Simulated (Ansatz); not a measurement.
# TiRh: stress in a strained cell

TiRh is deformed so: equal xx and yy strain of -1 %. What stress and forces result, by LAPW, PAW and all-electron datasets made for the crystal?

Program: Ansatz 0.2.0. Level of theory: DFT PBEsol, scalar-relativistic. These are calculated values, not measurements.

## Step 1: The system as given

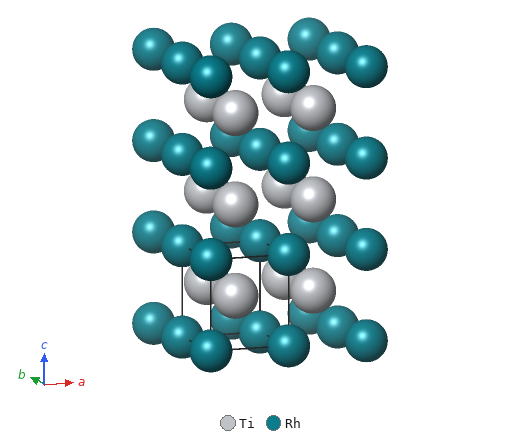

Start, viewed slightly off an axis; titanium light grey, rhodium blue. 2×2×3 cells are drawn. Atoms on the faces are drawn again on the opposite ones.

Coordinates:

```
Ti Rh
1.0
     2.98800    0.00000    0.00000
     0.00000    2.98800    0.00000
     0.00000    0.00000    3.35000
Ti Rh
1 1
Direct
  0.50000 0.50000 0.50000
  0.00000 0.00000 0.00000
```

Atoms are numbered in the order of the input: Ti1, Rh2.

## Step 2: The deformed structure

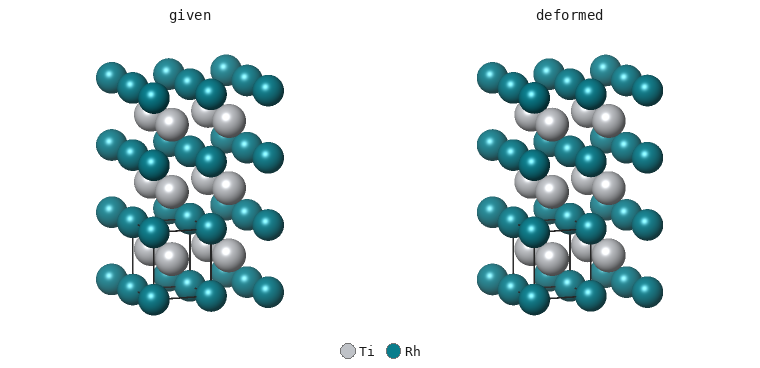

Given and deformed, at one scale.

Space group P4/mmm before, P4/mmm after.

## Step 3: All-electron LAPW

The input, input.yaml:

```yaml
crystal:
  lattice:
    - [2.95812, 0.0, 0.0]
    - [0.0, 2.95812, 0.0]
    - [0.0, 0.0, 3.35]
  atoms:
    - { symbol: Ti, position: [0.5, 0.5, 0.5] }
    - { symbol: Rh, position: [0.0, 0.0, 0.0] }
kpoints:
  mp_grid: { grid: [11, 11, 10] }
  band_path:
    path:
      - [0.0, 0.0, 0.0]
      - [0.0, 0.5, 0.0]
      - [0.5, 0.5, 0.0]
      - [0.0, 0.0, 0.0]
      - [0.0, 0.0, 0.5]
      - [0.0, 0.5, 0.5]
      - [0.5, 0.5, 0.5]
      - [0.0, 0.0, 0.5]
      - [0.0, 0.5, 0.0]
    npoints: 5
scf:
  occupations: { method: fermi_dirac, width: 0.05 }
hamiltonian:
  xc: pbesol
  pseudopotentials: { kind: all_electron, lapw: { basis_error: 0.001 } }
output:
  forces: true
  stress: true
  eigenvalues: true
```

Started as:

```
$ ansatz run input.yaml --threads 1 --pin off --max-ram 3072MiB --backend cpu --events-out ev --progress --plain --runs-dir out
```

The log of the run, shortened:

```text
LAPW: plane waves up to 8.370 Å⁻¹, error target 1.0e-3 eV per atom; small_component_spin mean_spin; Ti in spheres of 1.313 Å, 12 of its electrons in bands, Dirac shells []; Rh in spheres of 1.367 Å, 27 of its electrons in bands, Dirac shells []
[...]
Pseudopotentials: kind: all_electron
Pseudopotential: Ti, LAPW, valence charge 12, Koelling and Harmon's equation, gaussian nucleus
Pseudopotential: Rh, LAPW, valence charge 27, Koelling and Harmon's equation, gaussian nucleus
Functional definition: PBEsol
[...]
Crystal: 2 atoms, lattice volume = 29.314 Å³
Basis set: ecut = 266.8942136778846 eV, 277 PW (Γ), exchange–correlation at level 2
Bands: 24, of which v1, the nominal top of the filled ones, is band 20 counted from 1 (19 counted from 0)
Symmetry: 16 space group operations
Space group: P4/mmm (ITA 123), of the structure as read, at distance tolerance 3.1e-5 Å
k-points: 126 of 1210
[...]
SCF iter   1: F=—  HF=-153333.396088 eV  |F-HF|=—  |Δ(HF+E_count)|=         —  Δρ=5.59e-2  dr2=1.09e0  ethr=2.78e-3  ⟨swp⟩=2.0  Hψ=20421  notcnv=0
[...]
the basis was enlarged: its passes take 825.6 KiB over the memory plan, 1 of 1 planned eigensolver slots
[...]
SCF iter  11: F=-153332.245695 eV  HF=-153332.245695 eV  |F-HF|=2.87e-8  |Δ(HF+E_count)|=   1.57e-8  Δρ=6.13e-6  dr2=2.20e-8  ethr=8.57e-11  ⟨swp⟩=2.0  Hψ=9105  notcnv=0
[...]
NSCF: frozen V_eff on 41 k-points
SCF converged after 11 iterations
Free energy (F): -153332.245695 eV
[...]
E sigma→0 (E₀):  -153332.236736 eV
Entropy (-TS):   -0.017918 eV (-8.959 meV/atom)
Fermi energy:    20.028049 eV
[...]
--- Forces (eV/Å), atoms counted from 1 ---
  atom   1  Ti     0.00000000     0.00000000     0.00000000
  atom   2  Rh    -0.00000000    -0.00000000     0.00000000
[...]
--- Stress (GPa, compression-positive) ---
       -3.670027       0.000000       0.000000
        0.000000      -3.670027       0.000000
        0.000000       0.000000      -1.725645
  P = ⅓ Tr σ = -3.0219 GPa (-30.219 kbar)
--- Band table (eV; the first three rows and the last of 126) ---
  k-point 0: bands = ["-277.0279", "-277.0211", "-277.0088", "-277.0088", "-276.9817", "-58.7868", "-37.1364", "-26.6832", "-26.6427", "-26.6427", "-13.4439", "-13.3257", "-13.3257", "12.4940", "14.6905", "14.8319", "17.5453", "17.5453", "18.2955", "20.3169", "21.3087", "22.6453", [...]
[...]
```

Wall time 28 s (1 thread of Arm Neoverse V2, shared host); peak memory 0.49 GiB.

This run gives: pressure -3.02 GPa; no gap.

## Step 4: PAW with frozen cores

The input, input.yaml:

```yaml
crystal:
  lattice:
    - [2.95812, 0.0, 0.0]
    - [0.0, 2.95812, 0.0]
    - [0.0, 0.0, 3.35]
  atoms:
    - { symbol: Ti, position: [0.5, 0.5, 0.5] }
    - { symbol: Rh, position: [0.0, 0.0, 0.0] }
kpoints:
  mp_grid: { grid: [11, 11, 10] }
scf:
  occupations: { method: fermi_dirac, width: 0.05 }
hamiltonian:
  xc: pbesol
  pseudopotentials: { kind: paw }
output:
  forces: true
  stress: true
  eigenvalues: true
  efg: { contact_densities: true }
```

Started as:

```
$ ansatz run input.yaml --threads 1 --pin off --max-ram 3072MiB --backend cpu --events-out ev --progress --plain --runs-dir out
```

The log of the run, shortened:

```text
Rh: output.efg is read without spin–orbit coupling, which moves field gradients at and beside such atoms by some per cent and up to a factor of two; PAW files take it under magnetization.noncollinear and magnetization.spin_orbit
[...]
Pseudopotentials: kind: paw
Pseudopotential: Ti, paw, valence charge 12, recommended cutoff 420 eV (normal)
Pseudopotential: Rh, paw, valence charge 17, recommended cutoff 420 eV (normal)
[... 1 set-up line as earlier in the session ...]
[...]
Crystal: 2 atoms, lattice volume = 29.314 Å³
Basis set: ecut = 420 eV, 559 PW (Γ), exchange–correlation on 40×40×48 points (8 copies of the dense FFT grid, shifted against one another)
Bands: 19, of which v1, the nominal top of the filled ones, is band 15 counted from 1 (14 counted from 0)
[... 2 set-up lines as earlier in the session ...]
k-points: 126 of 1210
[...]
  atom   1  Ti     0.00000000    -0.00000000     0.00000000
  atom   2  Rh    -0.00000000     0.00000000     0.00000000
[...]
--- Stress (GPa, compression-positive) ---
       -3.657885       0.000000       0.000000
        0.000000      -3.657885       0.000000
        0.000000       0.000000      -1.723092
  P = ⅓ Tr σ = -3.0130 GPa (-30.130 kbar)
--- PAW observables at the nuclei: V_zz in 10²¹ V/m², potentials from the cell's mean, atoms counted from 1 ---
  atom   1  Ti V_zz =    -0.505754   η = 0.0000   by run symmetry: allowed
            electrostatic potential = -2536.811152 V   contact ρ = 56645.140162 e/Å³
  atom   2  Rh V_zz =    +2.454508   η = 0.0000   by run symmetry: allowed
            electrostatic potential = -7024.994281 V   contact ρ = 788695.476202 e/Å³
--- Band table (eV; the first three rows and the last of 126) ---
  k-point 0: bands = ["-60.0582", "-38.4075", "-27.9601", "-27.9194", "-27.9194", "-14.7132", "-14.5947", "-14.5947", "11.2218", "13.4201", "13.5617", "16.2735", "16.2735", "17.0233", "19.0437", "20.0356", "21.3732", "21.4891", "21.4891"]
[...]
```

Run time: 4.1 s. Hardware: 1 thread of Arm Neoverse V2, shared host; peak memory 0.39 GiB.

Read from it: pressure -3.01 GPa; no gap; Vzz Ti1 -0.51 (η = 0.00), Rh2 2.45 (η = 0.00) (10²¹ V/m²).

## Step 5: Datasets made for this crystal

Edit input.yaml of step 4 so:

```diff
@@ -14,3 +14,3 @@
   xc: pbesol
-  pseudopotentials: { kind: paw }
+  pseudopotentials: { kind: all_electron, datasets: crystal }
 output:
```

Started as:

```
$ ansatz run input.yaml --threads 1 --pin off --max-ram 3072MiB --backend cpu --events-out ev --progress --plain --runs-dir out
```

The log of the run, shortened:

```text
[...]
band count auto-derived: 13 (N_el = 13.0; filled up to band 7; 11 by the electrons, moments and atoms)
Rh: output.efg is read without spin–orbit coupling, which moves field gradients at and beside such atoms by some per cent and up to a factor of two; PAW files take it under magnetization.noncollinear and magnetization.spin_orbit
[...]
[... 1 set-up line as earlier in the session ...]
Pseudopotential: Ti, paw, valence charge 12, recommended cutoff 300 eV (normal), Koelling and Harmon's equation, gaussian nucleus
Pseudopotential: Rh, paw, valence charge 17, recommended cutoff 300 eV (normal), Koelling and Harmon's equation, gaussian nucleus
[... 1 set-up line as earlier in the session ...]
[...]
Crystal: 2 atoms, lattice volume = 29.314 Å³
Basis set: ecut = 300 eV, 345 PW (Γ), exchange–correlation on 36×36×40 points (8 copies of the dense FFT grid, shifted against one another)
[...]
  atom   1  Ti     0.00000000     0.00000000     0.00000000
  atom   2  Rh    -0.00000000     0.00000000     0.00000000
[...]
--- Stress (GPa, compression-positive) ---
       -3.668634       0.000000       0.000000
        0.000000      -3.668634       0.000000
        0.000000       0.000000      -1.724245
  P = ⅓ Tr σ = -3.0205 GPa (-30.205 kbar)
  It holds what live shells' own plane waves past their cutoff add
--- PAW observables at the nuclei: V_zz in 10²¹ V/m², potentials from the cell's mean, atoms counted from 1 ---
  atom   1  Ti V_zz =    -0.456740   η = 0.0000   by run symmetry: allowed
            electrostatic potential = -2535.327917 V   contact ρ = 56692.082963 e/Å³
  atom   2  Rh V_zz =    +2.498208   η = 0.0000   by run symmetry: allowed
            electrostatic potential = -7023.144593 V   contact ρ = 788717.475460 e/Å³
--- Band table (eV; the first three rows and the last of 126) ---
  k-point 0: bands = ["12.4940", "14.6906", "14.8319", "17.5454", "17.5454", "18.2955", "20.3169", "21.3087", "22.6452", "22.7613", "22.7613"]
[...]
```

Run time: 12 s. Hardware: 1 thread of Arm Neoverse V2, shared host; peak memory 0.56 GiB.

This run gives: pressure -3.02 GPa; no gap; Vzz Ti1 -0.46 (η = 0.00), Rh2 2.50 (η = 0.00) (10²¹ V/m²).

## Step 6: Side by side

Stress (GPa, compression positive):

| method | xx | yy | zz | yz | xz | xy |
| --- | --- | --- | --- | --- | --- | --- |
| LAPW | -3.67 | -3.67 | -1.73 | 0.00 | 0.00 | 0.00 |
| PAW | -3.66 | -3.66 | -1.72 | 0.00 | 0.00 | 0.00 |
| crystal datasets | -3.67 | -3.67 | -1.72 | 0.00 | 0.00 | 0.00 |

| method | pressure (GPa) | Vzz Ti1 (10²¹ V/m²) | Vzz Rh2 (10²¹ V/m²) | SCF cycles, all passes |
| --- | --- | --- | --- | --- |
| LAPW | -3.02 | – | – | 11 |
| PAW | -3.01 | -0.51 | 2.45 | 6 |
| crystal datasets | -3.02 | -0.46 | 2.50 | 10 |

## Step 7: Summary of results

| quantity | value |
| --- | --- |
| pressure | LAPW -3.02, PAW -3.01, crystal datasets -3.02 GPa |
| largest shear or deviatoric stress (LAPW) | 1.30 GPa |

**Reading.** The largest part of the stress beyond the pressure is 1.30 GPa in size, in the zz component; the atoms are carried along and not relaxed. No run of the undeformed cell stands beside it, so the pressure holds what the given cell had before the change. PAW: stress within 0.01 GPa of LAPW. Crystal datasets: stress within 0.01 GPa of LAPW.
